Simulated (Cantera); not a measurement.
Charge: 1 mol TiO2, 41 mol H2, 6.1 mol H2O, at 1.33 mbar.

Equilibrium computed with Cantera from the NASA thermochemical tables; the gas is ideal and each condensed phase is pure. Candidate condensed phases: H2O, Ti, TiO, TiO2, Ti2O3, Ti3O5, Ti4O7; 12 gas species. Condensed phases not in the tables: Magnéli phases beyond Ti4O7. Rates play no part.

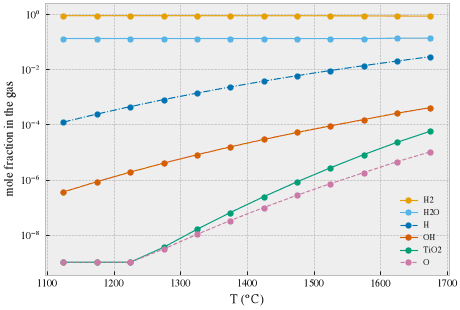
Figure. Equilibrium gas composition (values under 1e-9 drawn at 1e-9)

From 1125 °C to 1575 °C the condensed part is TiO2(rutile). From 1625 °C to 1675 °C the condensed part is Ti4O7(s).
